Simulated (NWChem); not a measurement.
**C4H2F− (SMILES [C-]#C/C=C\F) at 4 levels**

Wanted: a comparison of 4 runs (HF/STO-3G, HF/3-21G, B3LYP/6-31G*) of C4H2F−. 

The results are computed with NWChem 7.3.0.

## 1. The structure to begin with

C4H2F− has 7 atoms, charge -1, and is taken as a singlet. SMILES: `[C-]#C/C=C\F`. The shape is that of a GFN2-xTB optimisation.

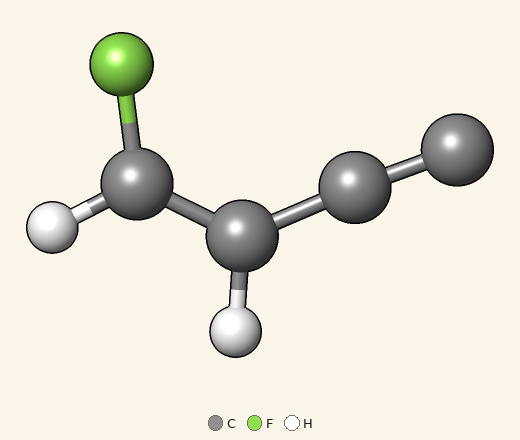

Viewed from a chosen angle; carbon grey, fluorine green, hydrogen white.

## 2. Energy and gradient at HF/STO-3G (run 1)

The input, nw.nw:

```
start nw
memory total 2200 mb
charge -1

geometry units angstroms noautosym nocenter noautoz
  C        1.474530      -1.392260       1.722680
  C        0.646500      -0.766630       1.038720
  C       -0.335320      -0.065230       0.328130
  C       -0.263670       0.544980      -0.866800
  F        0.878250       0.581720      -1.654000
  H       -1.329500       0.020250       0.792600
  H       -1.070780       1.077160      -1.361340
end

basis spherical bse
  C library STO-3G
  F library STO-3G
  H library STO-3G
end

scf
  singlet
  rhf
  thresh 1e-08
  maxiter 80
  noprint "final vectors analysis"
end

task scf gradient
```

Run with:

```bash
$ nwchem nw.nw > nw.out
```

The log of the run:

```text
[...]
  functions       =    27
[...]
  wavefunction    = RHF
[...]
         Total SCF energy =   -248.492415019381
      One-electron energy =   -608.518525273557
      Two-electron energy =    230.873308837581
 Nuclear repulsion energy =    129.152801416595
        Time for solution =      0.8s
[...]
                         RHF ENERGY GRADIENTS
    atom               coordinates                        gradient
                 x          y          z           x          y          z
   1 C       2.786458  -2.630990   3.255393    0.049751  -0.037945   0.042265
   2 C       1.221708  -1.448721   1.962896   -0.062579   0.046741  -0.051021
   3 C      -0.633663  -0.123267   0.620076    0.018250  -0.016235   0.019035
   4 C      -0.498264   1.029863  -1.638014   -0.019923   0.004377   0.004362
   5 F       1.659652   1.099291  -3.125607    0.012152   0.002563  -0.012488
   6 H      -2.512391   0.038267   1.497797   -0.003949  -0.000616   0.003791
   7 H      -2.023481   2.035537  -2.572560    0.006298   0.001115  -0.005944
[...]
```

Wall time 1.4 s (1 thread of AMD EPYC 9R45 (Zen 5), shared host); peak memory 0.099 GiB.

## 3. Energy and forces at HF/3-21G (run 2)

The input, sp.nw:

```
start sp
memory 2200 mb
charge -1

geometry units atomic noautosym nocenter noautoz
   C    2.78645786  -2.63099009   3.25539340
   C    1.22170794  -1.44872074   1.96289632
   C   -0.63366296  -0.12326684   0.62007583
   C   -0.49826409   1.02986294  -1.63801460
   F    1.65965197   1.09929148  -3.12560701
   H   -2.51239088   0.03826695   1.49779693
   H   -2.02348094   2.03553739  -2.57255976
end

basis spherical bse
   * library 3-21G
end

scf
   singlet
   rhf
   thresh 1e-08
   maxiter 80
   noprint "final vectors analysis"
end

task scf gradient
```

Run with:

```bash
$ nwchem sp.nw > sp.out
```

The log of the run:

```text
[...]
  functions       =    49
[...]
  wavefunction    = RHF
[...]
         Total SCF energy =   -250.543191112207
      One-electron energy =   -606.435866880840
      Two-electron energy =    226.739883576445
 Nuclear repulsion energy =    129.152792192187
        Time for solution =      0.9s
[...]
                         RHF ENERGY GRADIENTS
    atom               coordinates                        gradient
                 x          y          z           x          y          z
   1 C       2.786458  -2.630990   3.255393    0.009502  -0.006766   0.007520
   2 C       1.221708  -1.448721   1.962896   -0.013261   0.007876  -0.007421
   3 C      -0.633663  -0.123267   0.620076    0.015508  -0.016387   0.020985
   4 C      -0.498264   1.029863  -1.638015    0.001953   0.006300  -0.013002
   5 F       1.659652   1.099291  -3.125607    0.002141   0.001404  -0.004016
   6 H      -2.512391   0.038267   1.497797   -0.010223   0.000381   0.005840
   7 H      -2.023481   2.035537  -2.572560   -0.005621   0.007192  -0.009906
[...]
```

It took 1.6 s on 1 thread of AMD EPYC 9R45 (Zen 5), shared host; peak memory 0.1 GiB.

Run 3 isn't shown in full; the table further down has it.

## 4. Energy and forces at B3LYP/6-31G(d) (spherical functions) (run 4)

The input, c4h2f.nw:

```
start c4h2f
title "C4H2F B3LYP"
memory total 2200 mb
charge -1

geometry units angstrom noautosym nocenter noautoz
  C     1.474530   -1.392260    1.722680
  C     0.646500   -0.766630    1.038720
  C    -0.335320   -0.065230    0.328130
  C    -0.263670    0.544980   -0.866800
  F     0.878250    0.581720   -1.654000
  H    -1.329500    0.020250    0.792600
  H    -1.070780    1.077160   -1.361340
end

basis spherical bse
  * library 6-31G*
end

dft
  xc b3lyp
  mult 1
  grid xfine
  convergence energy 1e-08
  iterations 100
  mulliken
end

task dft gradient
```

Run with:

```bash
$ nwchem c4h2f.nw > c4h2f.out
```

The log of the run:

```text
[...]
          Wavefunction type:  closed shell.
          No. of atoms     :     7
          No. of electrons :    36
[...]
          Charge           :    -1
          Spin multiplicity:     1
[...]
          AO basis - number of functions:    74
[...]
              XC Information
              --------------
                         B3LYP Method XC Potential
                     Hartree-Fock (Exact) Exchange  0.200
                        Slater Exchange Functional  0.800 local
                    Becke 1988 Exchange Functional  0.720 non-local
              Lee-Yang-Parr Correlation Functional  0.810
                  VWN I RPA Correlation Functional  0.190 local
[...]
 d= 0,ls=0.0,diis     1   -253.0576651033 -3.82D+02  8.28D-02  1.79D+00     1.3
[...]
 d= 0,ls=0.0,diis    12   -253.3319900504 -4.75D-09  1.84D-06  1.62D-08    12.4
         Total DFT energy =     -253.331990050441
      One electron energy =     -608.987701231402
           Coulomb energy =      259.598933651511
    Exchange-Corr. energy =      -33.096023887145
 Nuclear repulsion energy =      129.152801416595
[...]
      Total Density - Mulliken Population Analysis
     ---------------------------------------------
    Atom       Charge   Shell Charges
 -----------   ------   -------------------------------------------------------
    1 C    6     6.54   2.00  0.70  1.70  0.83  1.28  0.03
    2 C    6     6.11   2.00  0.67  2.06  0.47  0.89  0.02
    3 C    6     6.24   2.00  0.68  2.07  0.52  0.94  0.04
    4 C    6     5.90   2.00  0.68  1.97  0.45  0.75  0.06
    5 F    9     9.34   2.00  0.93  3.31  1.04  2.06  0.01
    6 H    1     0.93   0.53  0.39
    7 H    1     0.95   0.54  0.41
[...]
  wavefunction    = closed shell
                         DFT ENERGY GRADIENTS
    atom               coordinates                        gradient
                 x          y          z           x          y          z
   1 C       2.786458  -2.630990   3.255393   -0.013780   0.010801  -0.011615
   2 C       1.221708  -1.448721   1.962896    0.007651  -0.006775   0.007626
   3 C      -0.633663  -0.123267   0.620076    0.002440  -0.000172  -0.001258
   4 C      -0.498264   1.029863  -1.638014   -0.006696  -0.003806   0.011528
   5 F       1.659652   1.099291  -3.125607    0.007444   0.001493  -0.007528
   6 H      -2.512391   0.038267   1.497797    0.000975  -0.001582   0.002479
   7 H      -2.023481   2.035537  -2.572560    0.001967   0.000041  -0.001232
[...]
```

Wall time 15 s (1 thread of AMD EPYC 9R45 (Zen 5), shared host); peak memory 0.14 GiB.

## 5. Overview of the runs

```csv
run,level,Cartesian functions,iteration cap,energy (Eh),largest force (eV/Å),wall time
1,HF/STO-3G,no,80,-248.492415,4.797,1.4 s
2,HF/3-21G,no,80,-250.543191,1.584,1.6 s
3,B3LYP/6-31G* (Cartesian functions),yes,100,-253.337271,1.094,16 s
4,B3LYP/6-31G* (spherical functions),no,100,-253.331990,1.080,15 s
```

## 6. What came out

| quantity | value |
| --- | --- |
| run 4: total energy | -253.33199 Eh |
| run 4: HOMO energy | 0.12 eV |
| run 4: LUMO energy | 5.18 eV |
| run 4: HOMO–LUMO gap (to an unbound level, set by the basis) | 5.06 eV |
| run 4: largest force on an atom | 1.080 eV/Å |

**Reading.** In run 4 the HOMO lies above zero, so the outermost electron may be held by the basis alone. In run 1 the basis is minimal, so the values are rough. All runs together took 34 s, the longest 16 s.
